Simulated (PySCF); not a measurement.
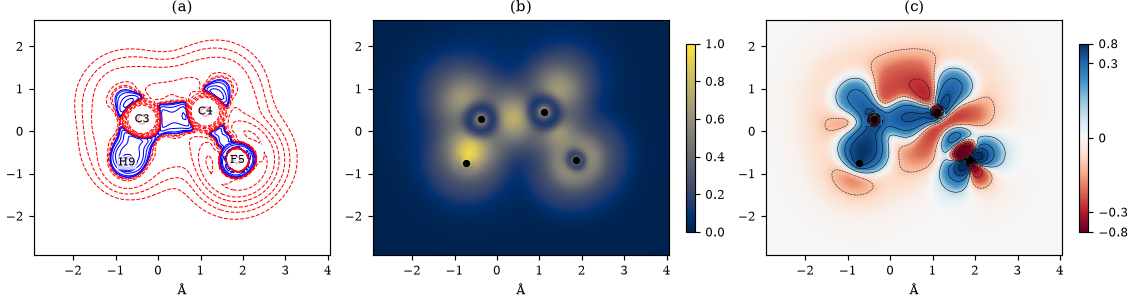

Figure 1: C3H5FO, SMILES `O[CH]1C[CH]1F`. Three fields in the plane of C3, C4, F5 and H9. (a): solid blue lines positive, dashed red lines negative. (c): blue positive, red negative.

Method: HF/def2-SVPD; geometry: GFN2-xTB; program: PySCF. No frequency check shows the geometry to be a minimum.

The calculation's input:

```python
import numpy as np
from pyscf import gto, scf, dft
from pyscf.scf import atom_ks, atom_hf
from scipy.linalg import block_diag

def solve(mol, dm0=None, hcore=None):
    mf = scf.UHF(mol) if mol.spin else scf.RHF(mol)
    mf = mf.density_fit(auxbasis='def2-universal-jkfit')
    mf.conv_tol, mf.max_cycle = 1e-8, 80
    if hcore is not None:
        mf.get_hcore = lambda *args: hcore
    mf.kernel(dm0)
    if not mf.converged:
        mf = mf.newton().run(mf.mo_coeff, mf.mo_occ, max_cycle=30)
    assert mf.converged, 'SCF not converged'
    return mf

mol = gto.M(atom='''
O     -1.49745     0.72457     0.10318
C     -0.73687    -0.30912    -0.40825
C      0.08459    -1.20070     0.49032
C      0.76023    -0.22896    -0.43332
F      1.32232     0.87598     0.14776
H     -0.94165     1.26765     0.67700
H     -1.23991    -0.75252    -1.25775
H      0.15639    -2.25324     0.27184
H      0.10687    -0.95952     1.54258
H      1.34931    -0.55002    -1.28140
''', basis='def2-svpd', charge=0, spin=0, verbose=4)
mf = solve(mol)
mf.analyze()
# spherically averaged free atoms, for the promolecule
atm = scf.atom_hf.get_atm_nrhf(mol)
pro = block_diag(*[(atm[a[0]][2] * atm[a[0]][3]) @ atm[a[0]][2].T for a in mol._atom])
np.savez('result.npz', e=mf.e_tot, c=mf.mo_coeff, occ=mf.mo_occ, eps=mf.mo_energy, pro=pro, dip=mf.dip_moment(verbose=0), s2=mf.spin_square()[0])
```

Launched as:

```sh
OMP_NUM_THREADS=1 python input.py
```

The run took 2.2 s on 1 thread of Intel(R) Xeon(R) Platinum 8259CL CPU @ 2.50GHz (Skylake/Cascade Lake), on a shared host, peak memory 0.39 GiB.

Partitions, critical points and surface values were worked out afterwards from this run's density.

The panels show, in some order, the negative Laplacian of the density (−∇²ρ), localised orbital locator (LOL) and deformation density. Which is which?

(a) is the negative Laplacian of the density (−∇²ρ): shells alternate in sign around each nucleus and valence concentrations outline the bonding and non-bonding pairs. (b) is the localised orbital locator (LOL): it runs from 0 to 1, peaks where electrons are localised, as in bonds, and fades smoothly outside. (c) is the deformation density: it has both signs, with gains where valence electrons gather and losses around them.
